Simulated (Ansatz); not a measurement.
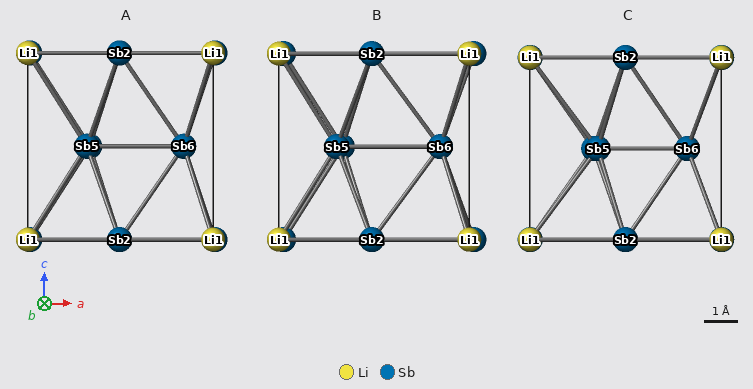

3 geometries from one relaxation of crystalline LiSb$_{7}$ (a generated structure, set up in P-6m2), in shuffled order. The picture is a ball-and-stick view of the cell of the calculation, seen along the b axis.

The calculation used DFT PBE, scalar-relativistic, plane waves, PAW in Ansatz. Set-up: plane-wave cutoff 420 eV; k-point mesh 9 × 9 × 8; occupations gaussian; smearing width 0.1 eV; no spin polarisation; cell and atoms relaxed; force threshold 0.01 eV/Å; at most 80 steps.

### Order the frames from highest to lowest energy.

C, A, B. They are steps 0, 2, 8, at +0.195 eV per cell of the calculation, +80.2 meV per cell of the calculation relative to the last. The energy falls by 0.195 eV per cell of the calculation in 7 accepted moves (8 points after the start). The largest force component goes from 0.33 to 0.0043 eV/Å. The pressure goes from 0.11 to −0.02 GPa. At 1 point the geometry stayed and the basis and grid were re-selected for the new cell (energy shift of 0.4 meV per cell of the calculation at most each time). The largest moves relative to the cell, 0.29 Å, are those of Sb atoms. Li stays in place. The volume changes by +0.9 %, with a = b 6.708 → 6.669 Å (−0.6 %), c 5.526 → 5.643 Å (+2.1 %). Near-neighbour distances that change, for instance: Sb–Sb 3.569 → 3.038 Å, Sb–Sb 3.140 → 3.631 Å, Sb–Sb 3.340 → 3.097 Å, Sb–Sb 3.368 → 3.573 Å. Among the angles between lasting bonds that change: Sb–Sb–Sb 110.2° → 115.3°, Sb–Sb–Sb 60.3° → 62.4°. The space group stays P-6m2 (No. 187). The run took 13 min on 1 thread of Intel(R) Xeon(R) Platinum 8259CL CPU @ 2.50GHz (Skylake/Cascade Lake) (shared host), peak memory 0.94 GiB.
